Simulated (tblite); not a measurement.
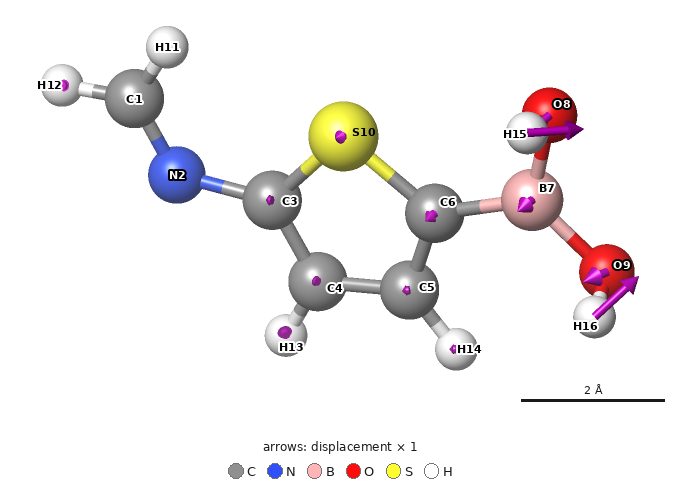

This is a relaxation of C5H6BNO2S. The starting structure is drawn; purple arrows show the displacements, at their true length. The two geometries are superimposed by the best rigid fit.

A ball-and-stick model, seen at a tilt.

Computed with GFN2-xTB geometry optimisation, gas phase in tblite 0.8.0. 

**Atoms of which element are displaced furthest, and by how much?**

Hydrogen: up to 0.85 Å, against 0.44 Å for oxygen.

**What happened in the run?**

The largest move after the best rigid fit is that of H16, 0.85 Å. By element the largest moves are H 0.85 Å, O 0.44 Å, B 0.33 Å, C 0.20 Å, S 0.18 Å, N 0.07 Å. Some distances before and after: B7–O8 1.467 → 1.355 Å, N2–C3 1.450 → 1.348 Å, C3–S10 1.677 → 1.769 Å, C6–S10 1.683 → 1.729 Å. Bond angles that change, for instance: B7–O8–H15 104.8° → 117.7°, B7–O9–H16 104.2° → 116.9°, O8–B7–O9 119.5° → 124.2°. Groups turn about B7–O8 by about 90°, B7–O9 by about 90°. After 67 geometry steps the energy has fallen by 38.2 kcal/mol. The run took 1.8 s on 1 thread of Intel(R) Xeon(R) Processor @ 2.50GHz (shared host).
